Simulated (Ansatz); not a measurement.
**CH4FGeN (SMILES [H]/N=[C](/F)[GeH3]) at revPBE/6-31G(d) (spherical functions)**

Aim: the vertical singlet–triplet gap of CH4FGeN at revPBE/6-31G* (spherical functions), from 2 runs. 

The results are computed with Ansatz 0.2.0.

128 further runs of the same task are left out: 128 set aside as unsound or not needed. Runs told in other sessions of the task aren't counted.

## Step 1: The molecule

CH4FGeN has 8 atoms, charge 0, and is taken as a singlet. SMILES: `[H]/N=[C](/F)[GeH3]`. Geometry: relaxed at PBE0-D4/def2-TZVP.

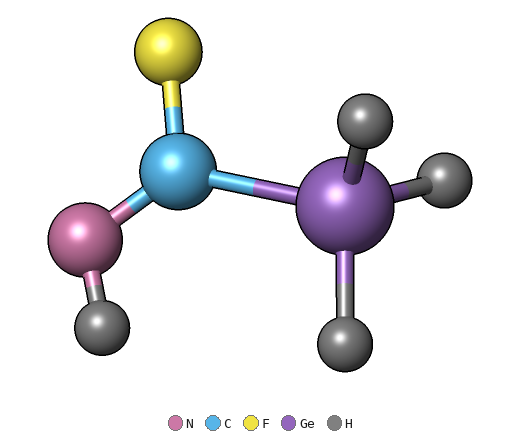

The structure, seen from a chosen angle (nitrogen pink, carbon blue, fluorine yellow, germanium purple, hydrogen grey).

## Step 2: The energy at revPBE/6-31G(d) (spherical functions)

molecule.yaml

```yaml
crystal:
  periodic: [false, false, false]
  atoms:
    - symbol: N
      position_ang: [1.895900, 0.222300, -0.348500]
    - symbol: C
      position_ang: [0.908100, 0.027300, 0.385600]
    - symbol: F
      position_ang: [1.137400, -0.127100, 1.702400]
    - symbol: Ge
      position_ang: [-1.019900, -0.103800, -0.035500]
    - symbol: H
      position_ang: [1.617200, 0.325400, -1.319900]
    - symbol: H
      position_ang: [-1.766200, 1.006900, 0.710300]
    - symbol: H
      position_ang: [-1.149700, 0.071600, -1.553900]
    - symbol: H
      position_ang: [-1.530700, -1.479600, 0.403700]
basis:
  gaussian:
    orbitals: 6-31G_st_-spherical.json
hamiltonian:
  xc: {name: revPBE}
accuracy: high
output: {orbitals: {seedname: orbitals}}
```

The basis set 6-31G* is read from a file made from the Basis Set Exchange's data (not shown).

Run with:

```
$ ansatz run molecule.yaml --threads 1 --pin off --max-ram 3480MiB --events-out events.jsonl --progress --plain --runs-dir runs
```

Log:

```text
Warning: RAYON_NUM_THREADS=1 ignored (pool sized by the plan → 1); use --threads N
Functional definition: revPBE
  name "revPBE"
  parameter kappa = 1.245
  parameter beta = 0.06672455060314922
  exchange = pbe_x(kappa = kappa, mu = beta*pi^2/3)
  correlation = pbe_c(beta = beta)
1829 factors; integrals over basis functions are off by at most 1.6e-8 eV
mean field evaluation 1: about -61806.6066 eV, gradient 5.4e1 eV
mean field evaluation 2: about -61770.9947 eV, gradient 1.2e2 eV
mean field evaluation 4: about -61811.9430 eV, gradient 1.4e1 eV
mean field evaluation 8: about -61812.3760 eV, gradient 3.1e-1 eV
mean field evaluation 16: about -61812.3762 eV, gradient 1.1e-5 eV
mean field -61812.37620770 eV, -2271.5629276996 hartree, gradient 2.0e-8 eV, S^2 0.000000; 0 other end points of the search recorded, 0 dependent functions left out
reference -61812.37621234 eV, -2271.5629278700 hartree; 29, 29 occupied and 53, 53 virtual orbitals, 1829 factors
Total energy: -61812.37621234 eV, -2271.5629278700 hartree
```

It took 10 s on 1 thread of Arm Neoverse N1, shared host; peak memory 0.2 GiB.

## Step 3: The triplet, same level

job.yaml

```yaml
crystal:
  periodic: [false, false, false]
  atoms:
    - {symbol: N, position_ang: [1.895900, 0.222300, -0.348500]}
    - {symbol: C, position_ang: [0.908100, 0.027300, 0.385600]}
    - {symbol: F, position_ang: [1.137400, -0.127100, 1.702400]}
    - {symbol: Ge, position_ang: [-1.019900, -0.103800, -0.035500]}
    - {symbol: H, position_ang: [1.617200, 0.325400, -1.319900]}
    - {symbol: H, position_ang: [-1.766200, 1.006900, 0.710300]}
    - {symbol: H, position_ang: [-1.149700, 0.071600, -1.553900]}
    - {symbol: H, position_ang: [-1.530700, -1.479600, 0.403700]}
basis:
  gaussian: {orbitals: 6-31G_st_-spherical.json}
hamiltonian: {xc: {name: revPBE}}
output: {orbitals: {seedname: orbitals}}
magnetization: {spin_polarized: true, initial_magnetization: 2}
accuracy: high
```

The basis set 6-31G* is read from a file made from the Basis Set Exchange's data (not shown).

Run with:

```
$ ansatz run job.yaml --threads 1 --pin off --max-ram 3480MiB --events-out events.jsonl --progress --plain --runs-dir runs
```

Log:

```text
Warning: RAYON_NUM_THREADS=1 ignored (pool sized by the plan → 1); use --threads N
Functional definition: revPBE
  name "revPBE"
  parameter kappa = 1.245
  parameter beta = 0.06672455060314922
  exchange = pbe_x(kappa = kappa, mu = beta*pi^2/3)
  correlation = pbe_c(beta = beta)
1829 factors; integrals over basis functions are off by at most 1.6e-8 eV
mean field evaluation 1: about -61799.8785 eV, gradient 4.1e1 eV
mean field evaluation 2: about -61734.5337 eV, gradient 1.1e2 eV
mean field evaluation 4: about -61805.6815 eV, gradient 1.8e1 eV
mean field evaluation 8: about -61807.5353 eV, gradient 3.8e-1 eV
mean field evaluation 16: about -61807.5248 eV, gradient 7.7e-5 eV
mean field evaluation 32: about -61802.3886 eV, gradient 1.7e1 eV
mean field -61807.52479107 eV, -2271.3846414269 hartree, gradient 4.4e-8 eV, S^2 2.003748; 5 other end points of the search recorded, 0 dependent functions left out
reference -61807.52479599 eV, -2271.3846416077 hartree; 30, 28 occupied and 52, 54 virtual orbitals, 1829 factors
Total energy: -61807.52479599 eV, -2271.3846416077 hartree
```

Run time: 29 s. Hardware: 1 thread of Arm Neoverse N1, shared host; peak memory 0.26 GiB.

## Step 4: Results

Level: revPBE/6-31G* (spherical functions).

| quantity | value |
| --- | --- |
| singlet: total energy | -2271.56293 Eh |
| singlet: HOMO energy | -6.32 eV |
| singlet: LUMO energy | -1.14 eV |
| singlet: HOMO–LUMO gap | 5.18 eV |
| triplet: total energy | -2271.38464 Eh |
| triplet: HOMO energy (highest over α and β) | -1.56 eV |
| triplet: ⟨S²⟩ | 2.004 |
| vertical energy of the triplet above the singlet | 4.851 eV |

In words: At this shape the triplet lies 4.85 eV (112 kcal/mol) above the singlet.
